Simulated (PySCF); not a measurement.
**SnH3 (SMILES [SnH3]) at UMP2/SBKJC (core potential)**

Aim: the energy change on altering one bond length of SnH3 at UMP2/SBKJC (core potential), from 2 runs. 

The results are computed with PySCF 2.14.0.

6 further runs of the same task are left out: 6 set aside as unsound or not needed.

## 1. The molecule

The species is SnH3 (4 atoms), meant as a doublet with charge 0. SMILES: `[SnH3]`. The shape is that of a PBE0-D4/def2-TZVP optimisation.

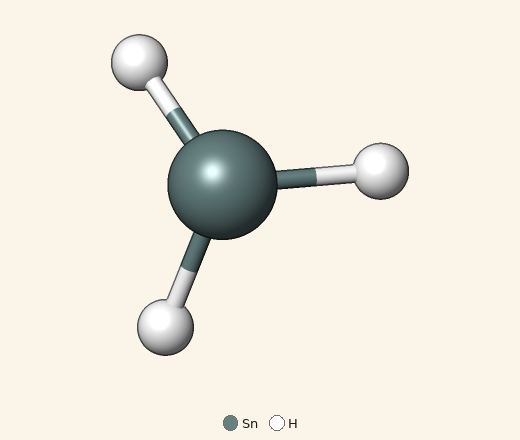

Viewed from a chosen angle; tin teal, hydrogen white.

## 2. The energy at UMP2/SBKJC (core potential)

Input file job.py:

```python
# [SnH3]
from pyscf import gto, mp

mol = gto.M(
    atom='Sn 0.280200 -0.211600 -0.271700; H 1.055200 0.011000 1.241700; H -1.125000 -1.172200 -0.064000; H -0.154900 1.312500 -0.926300',
    verbose=3,
    ecp={'Sn': 'sbkjc'},
    spin=1,
    max_memory=1860,
    basis='sbkjc',
)

myscf = mol.UHF()
myscf.conv_tol = 1e-10
myscf.kernel()
if not myscf.converged:
    myscf = myscf.newton().run(myscf.mo_coeff, myscf.mo_occ)

pt = mp.MP2(myscf).run()
etot = pt.e_tot
print('Final energy', etot)
```

Command:

```sh
OMP_NUM_THREADS=1 python job.py
```

The program printed:

```text
converged SCF energy = -4.94641350142063  <S^2> = 0.75203467  2S+1 = 2.0020336
E(UMP2) = -4.98843740361796  E_corr = -0.0420239021973273
E(SCS-UMP2) = -4.99530936649683  E_corr = -0.0488958650761937
Final energy -4.988437403617959
```

It took 0.62 s on 1 thread of Arm Neoverse V2, shared host; peak memory 0.12 GiB.

## 3. The distorted shape, same level

Input file run.py:

```python
from pyscf import gto, mp

mol = gto.M(
    atom='''
Sn   0.982822   0.268715  -0.375553
H    1.757822   0.491315   1.137847
H   -1.125000  -1.172200  -0.064000
H    0.547722   1.792815  -1.030153
''',
    max_memory=1860,
    basis='sbkjc',
    spin=1,
    verbose=3,
    ecp={'Sn': 'sbkjc'},
)

mf = mol.UHF()
mf.conv_tol = 1e-10
mf.kernel()
if not mf.converged:
    mf = mf.newton().run(mf.mo_coeff, mf.mo_occ)

pt = mp.MP2(mf).run()
energy = pt.e_tot
print('E = %.10f Eh' % energy)
```

Command:

```sh
OMP_NUM_THREADS=1 python run.py
```

The program printed:

```text
converged SCF energy = -4.86940453820554  <S^2> = 0.7652875  2S+1 = 2.0152295
E(UMP2) = -4.9210056077643  E_corr = -0.0516010695587585
E(SCS-UMP2) = -4.92965263068318  E_corr = -0.0602480924776388
E = -4.9210056078 Eh
```

Run time: 0.64 s. Hardware: 1 thread of Arm Neoverse V2, shared host; peak memory 0.12 GiB.

## 4. Results

Level: UMP2/SBKJC (core potential).

```
                                                                   quantity        value
                                                  first shape: total energy  -4.98844 Eh
                          first shape: dipole moment (Hartree–Fock density)       0.39 D
    first shape: HOMO energy (Hartree–Fock orbitals) (highest over α and β)     -8.43 eV
     first shape: LUMO energy (Hartree–Fock orbitals) (lowest over α and β)      0.24 eV
                                            first shape: correlation energy    -42.0 mEh
                             first shape: ⟨S²⟩ of the reference determinant        0.752
                                              distorted shape: total energy  -4.92101 Eh
                      distorted shape: dipole moment (Hartree–Fock density)       1.93 D
distorted shape: HOMO energy (Hartree–Fock orbitals) (highest over α and β)     -8.31 eV
 distorted shape: LUMO energy (Hartree–Fock orbitals) (lowest over α and β)     -0.45 eV
                                        distorted shape: correlation energy    -51.6 mEh
                         distorted shape: ⟨S²⟩ of the reference determinant        0.765
         energy change with the Sn1–H3 bond stretched from 1.715 to 2.572 Å     1.835 eV
```

With the Sn1–H3 bond stretched from 1.715 to 2.572 Å the energy rises by 1.83 eV (177 kJ/mol). The first shape isn't relaxed at this level, so the change isn't measured from a minimum. Mulliken charges (first shape) of the mean-field density run from -0.16 on H2 to +0.47 on Sn1. Mulliken charges (distorted shape) of the mean-field density run from -0.14 on H2 to +0.41 on Sn1; they depend strongly on the basis.
